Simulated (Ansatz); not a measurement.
## Electronic structure of CH6SSi (SMILES CS[SiH3]) in real space

Input

```
crystal:
  periodic: [false, false, false]
  atoms:
    - {symbol: C, position_ang: [-0.689302, 1.018261, -0.888089]}
    - {symbol: S, position_ang: [1.021467, 0.429146, -0.730313]}
    - {symbol: Si, position_ang: [0.748583, -0.986597, 0.829700]}
    - {symbol: H, position_ang: [-1.359333, 0.206856, -1.172293]}
    - {symbol: H, position_ang: [-0.691676, 1.769919, -1.676857]}
    - {symbol: H, position_ang: [-1.033246, 1.478296, 0.038273]}
    - {symbol: H, position_ang: [2.081281, -1.581821, 1.092742]}
    - {symbol: H, position_ang: [-0.216046, -2.046390, 0.428823]}
    - {symbol: H, position_ang: [0.226870, -0.333868, 2.061015]}
basis:
  gaussian: {orbitals: def2-TZVPP}
hamiltonian: {xc: pbe0, dispersion: d4}
output: {orbitals: {seedname: orbitals}}
```

Launched as:

```sh
ansatz run in.yaml --threads 4 --pin off --events-out ev --progress --plain --max-ram 10444MiB
```

Geometry: PBE0-D4/def2-TZVP.

Level of theory: Ansatz, RKS PBE0-D4/def2-TZVPP.

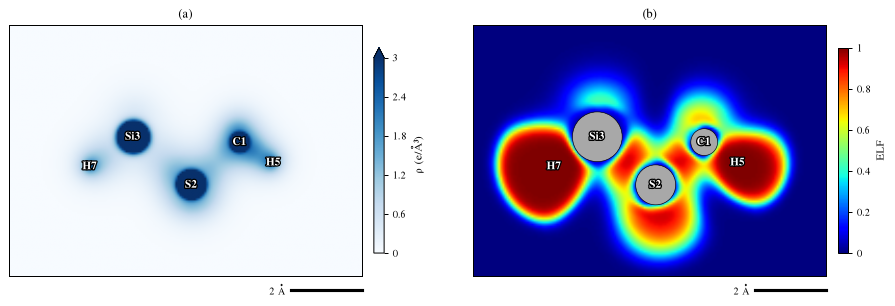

Figure 1. (a) electron density; (b) electron localisation function on the plane of atoms S2, C1 and H5. Grey discs cover the atomic cores in the ELF map.

Q: Interpret the plot.

A: The section cuts through C, S, Si and H sites. C–S (1.82 Å): ρ at the midpoint is about 1.2 e/Å³; the ELF peaks at about 0.90 between the atoms: a shared electron pair. Si–S (2.12 Å): ρ is about 0.86 e/Å³ halfway; the ELF peaks at about 0.90 between the atoms; localised, covalent bonding. C–H (1.09 Å): the density is about 2 e/Å³ at the midpoint; the ELF climbs to about 1 towards the hydrogen, as it does in any bond to H: a covalent bond by its length. Si–H (1.48 Å): ρ at the midpoint is about 0.81 e/Å³; the ELF climbs to about 1 towards the hydrogen. The ELF also peaks beside S2, away from the bonds: lone-pair regions.

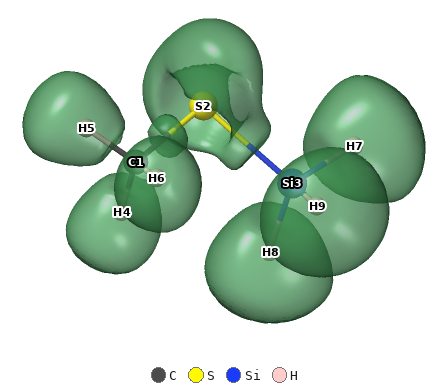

Figure 2. Isosurface of the electron localisation function at 0.8 (green), seen at a tilt. Core shells and regions of very low density are left out.

Q: Where are the electrons localised?

A: At this value the surface marks out one region between bonded C–S atoms (shared pairs), six regions around hydrogen nuclei and one region on S in which the atom's valence shell and bonds are merged.

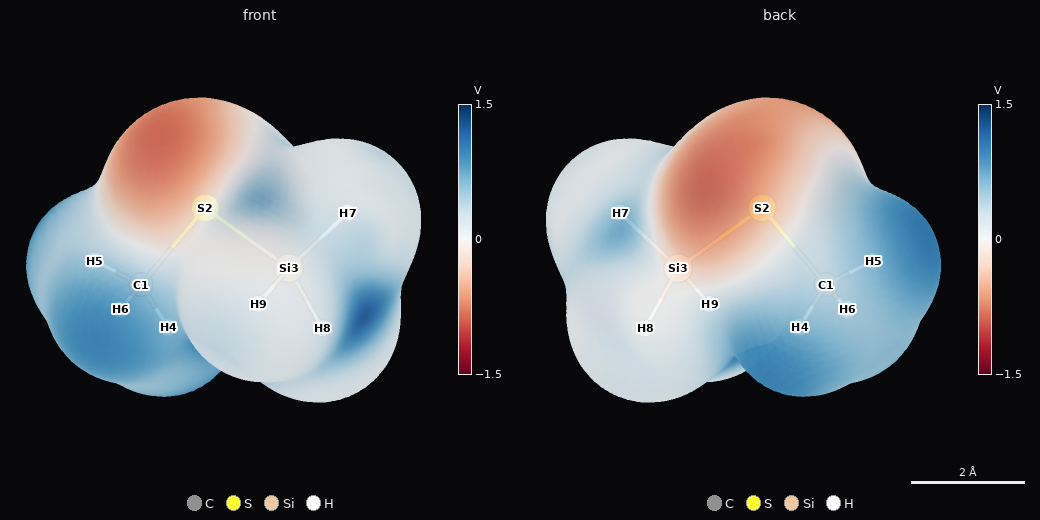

Figure 3. The molecular electrostatic potential painted on the density surface at 0.002 e/bohr³, seen from the front and from behind; the colour scale runs from red (negative) to blue (positive).

Q: Where is the surface potential most negative and most positive?

A: The most negative region (about −0.9 V) lies over S2, the most positive (about +1.1 V) over Si3.

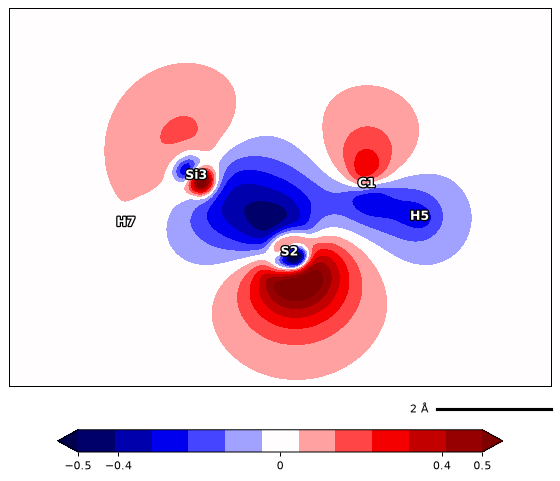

Figure 4. The HOMO−1 on the plane of atoms C1, S2 and Si3 (values in Å⁻³ᐟ²; the overall sign is arbitrary).

Q: Describe this orbital and give its energy.

A: By Hirshfeld shares it lies mainly on S2 (about 60 %), Si3 (about 15 %) and C1 (about 10 %). Its energy is −8.69 eV.
